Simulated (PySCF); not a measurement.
SMILES O([Si](C)(OC)C[SiH3])C (C4H14O2Si2) at its GFN2-xTB optimised geometry (Å):

```
22

Si    -1.0576    -2.9402    -1.1786
C     -1.2984    -1.0739    -1.4060
Si    -0.6044    -0.0118     0.0000
C      1.3044    -0.0118     0.0000
O     -1.2489    -0.6843     1.3305
C     -1.2045    -0.2024     2.6439
O     -1.1569     1.5336     0.0000
C     -0.9276     2.5330    -0.9492
H     -1.6429    -3.6265    -2.3407
H     -1.7096    -3.4260     0.0344
H      0.3734    -3.2624    -1.1387
H     -0.8367    -0.7654    -2.3435
H     -2.3635    -0.8709    -1.5110
H      1.6973    -1.0029     0.2033
H      1.7000     0.6600     0.7586
H      1.7096     0.3055    -0.9567
H     -1.9118    -0.7844     3.2358
H     -0.2014    -0.3218     3.0605
H     -1.4803     0.8524     2.6798
H     -1.4668     3.4260    -0.6310
H      0.1380     2.7622    -1.0246
H     -1.2899     2.2254    -1.9330
```

Computed with PBE0/def2-SVP (PySCF). Cells within 0.4 Å of a nucleus heavier than hydrogen are left out (blank, or x).

Map of the electron localisation function on the plane z = 1.5 Å:

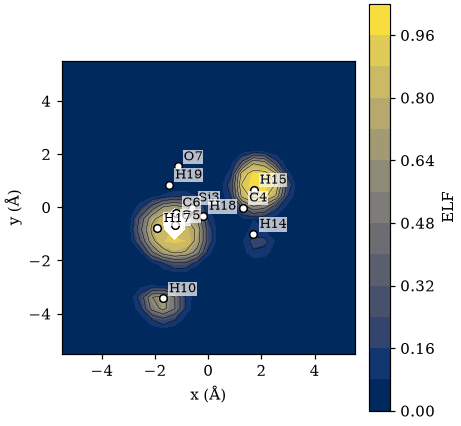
Figure: Electron localisation function on the plane z = 1.5 Å.
